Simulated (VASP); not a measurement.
Band structure of GaN (wurtzite). Level of theory: optB88-vdW, VASP's PBE PAW potentials (set 64) (plane waves; VASP).

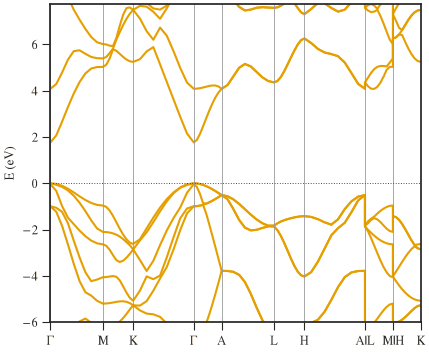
Bands along high-symmetry lines, zero at the valence-band maximum or, without a gap, the Fermi level

Read the plot: is there a gap, and where are the band edges?

The gap is direct, 1.76 eV, from the valence maximum at Γ to the conduction minimum at Γ. (Edges off the drawn lines would not show.)

Measured: gap 3.68 eV (computed value off by -1.92 eV), as given by Wei Chen et al., Physical Review Materials (2018), doi:10.1103/physrevmaterials.2.073803 [zero-point renormalisation of 0.17 eV added back (the table's ZPR column)].

The compound is GaN in the wurtzite structure. It was relaxed first.
